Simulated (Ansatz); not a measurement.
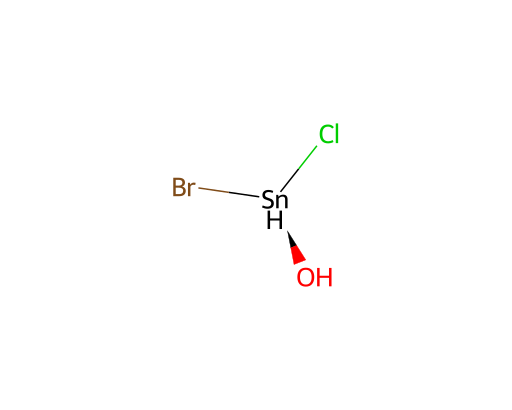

A structural formula.

> Transcribe the drawing into SMILES.

[OH][Sn@H]([Cl])[Br]

> Give the formula, hydrogens included.

BrClH2OSn.

> An optimisation with PBE0-D4/def2-TZVP gave a structure of which point group?

C1.

The parts below concern this one geometry. Atoms keep their numbers from picture to picture. Computed geometry: PBE0-D4/def2-TZVP optimisation.

**Shape**

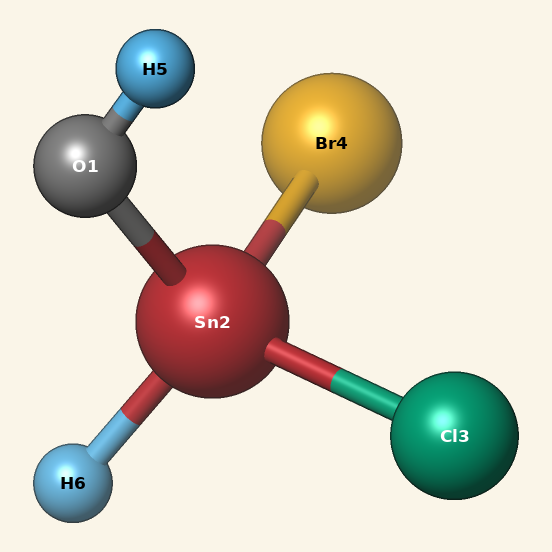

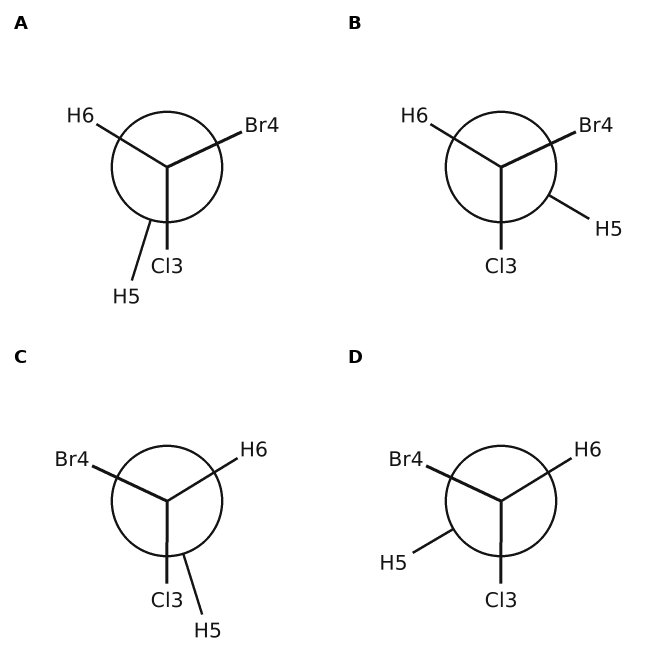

Distant atoms are faded towards the background colour. Bonds that would overlap in a projection are set slightly apart.

> Which Newman projection shows the view along Sn2–O1, with Sn2 in front?

D. The torsion angle Br4–Sn2–O1–H5 is −56°, synclinal (gauche).

**Charges**

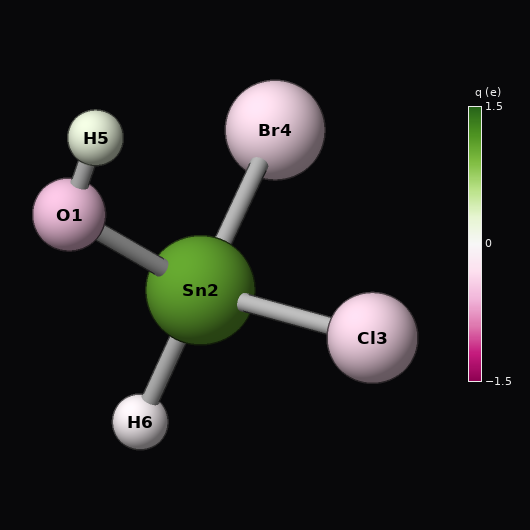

Atoms are coloured by their Mulliken charges. Method: RKS B3LYP-D4/def2-TZVPP, core potentials on Sn (Ansatz 0.2.0).

List the Mulliken charges.

```
atom  value (e)
  O1      −0.51
 Sn2       1.07
 Cl3      −0.35
 Br4      −0.31
  H5       0.19
  H6      −0.08
```

**Vibrations**

Harmonic vibrations computed with RKS PBE0-D4/def2-TZVP, core potentials on Sn (Ansatz 0.2.0) at a stationary point of the same level.

> List the wavenumbers.

12 modes: 95, 111, 147, 193, 266, 380, 539, 556, 652, 872, 2013, 3882 cm⁻¹.

**Thermal motion**

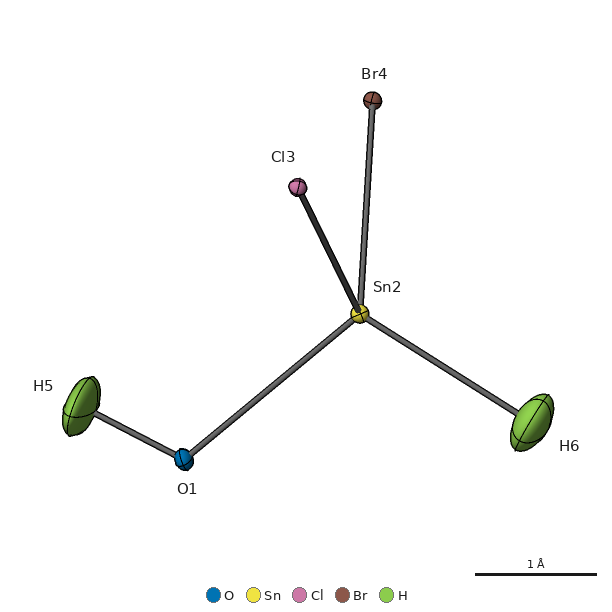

Displacement ellipsoids at the 50 % level, from the internal vibrations of the free molecule (harmonic, no overall translation or rotation; no half-axis is drawn under 0.075 Å). Vibrations computed with RKS PBE0-D4/def2-TZVP, core potentials on Sn (Ansatz 0.2.0). Temperature: 0 K (zero-point motion alone).

List U_eq and the three principal root-mean-square amplitudes for each kind of atom.

```csv
atom,U_eq (Å²),rms amplitudes (Å)
O1,0.0036,"0.037, 0.060, 0.075"
Sn2,0.00030,"0.015, 0.016, 0.021"
Cl3,0.0015,"0.023, 0.033, 0.053"
Br4,0.00042,"0.011, 0.020, 0.027"
H5,0.0503,"0.079, 0.159, 0.345"
H6,0.0233,"0.092, 0.174, 0.176"
```

**Dipole moment**

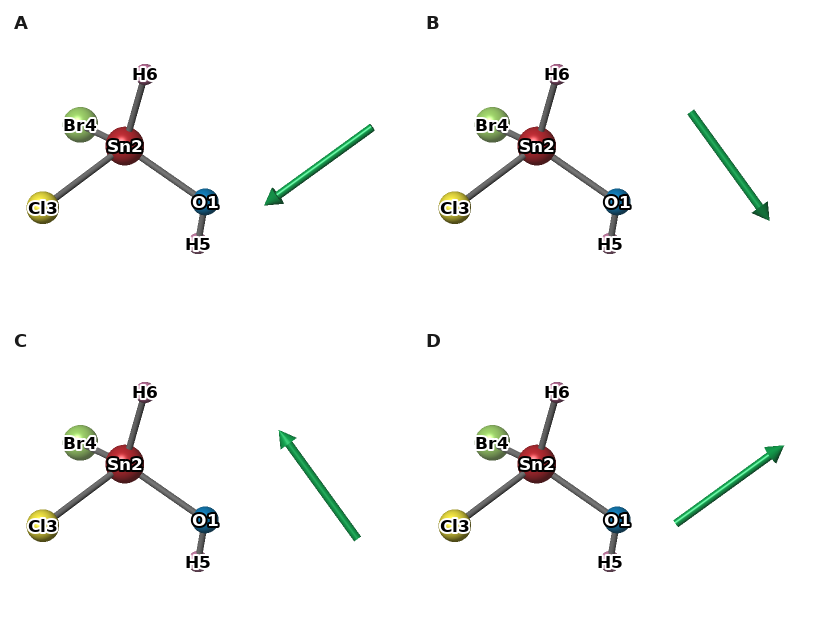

The same molecule four times, each with an arrow. Level of theory: RKS r2SCAN-D4/def2-TZVPP, core potentials on Sn (Ansatz 0.2.0).

> Which arrow points along the dipole moment, from the negative to the positive end?

D. The dipole moment is 0.85 D; it points from the side of Cl3 to the side of H6 (the outermost atoms at the two ends).

Mulliken values depend strongly on the basis set and can even reverse the polarity of a bond.
